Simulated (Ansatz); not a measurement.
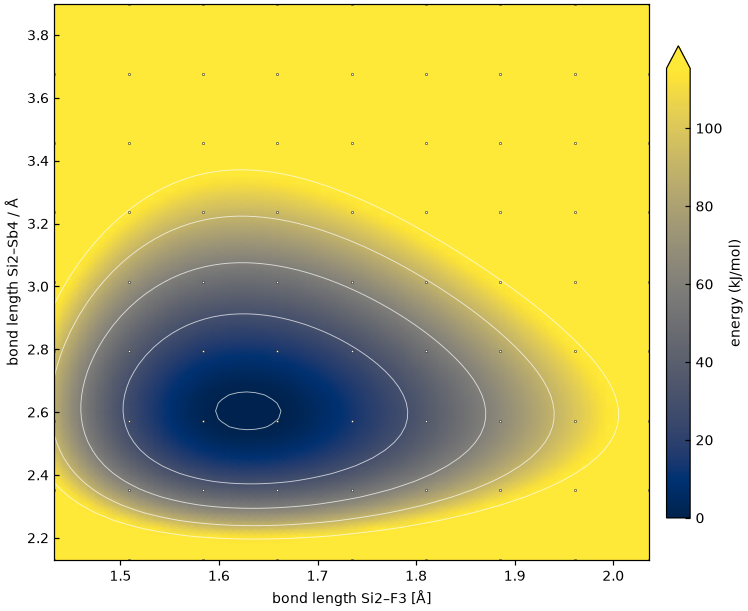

FH4OSSbSi, SMILES O[SiH](F)[SbH][SH]. First axis: bond length Si2–F3. Second axis: bond length Si2–Sb4. Nothing is relaxed (all other coordinates rigid). The grid has 9 × 9 points. Points are written as (first, second). Energies are in kJ/mol, from the lowest grid point. The reference is spin-restricted, which grows unreliable where a bond is stretched far. All numbers below come from Ansatz, RKS PBE0-D4/def2-SVP.

Drawn: a smooth colour map with a few white contour lines, dots at the grid points, one colour for all values above the top of the scale. Between grid points the surface is interpolated.

Estimate the position of the minimum and the force constants in these coordinates.

Answer. The interpolated minimum is at bond length Si2–F3 ≈ 1.629 Å, bond length Si2–Sb4 ≈ 2.598 Å. The curvatures there are about 33 eV/Å² and 9 eV/Å², with a cross term of about 0.5 eV/Å². Round the minimum the two coordinates are nearly uncoupled. (1 eV is 96.5 kJ/mol.)
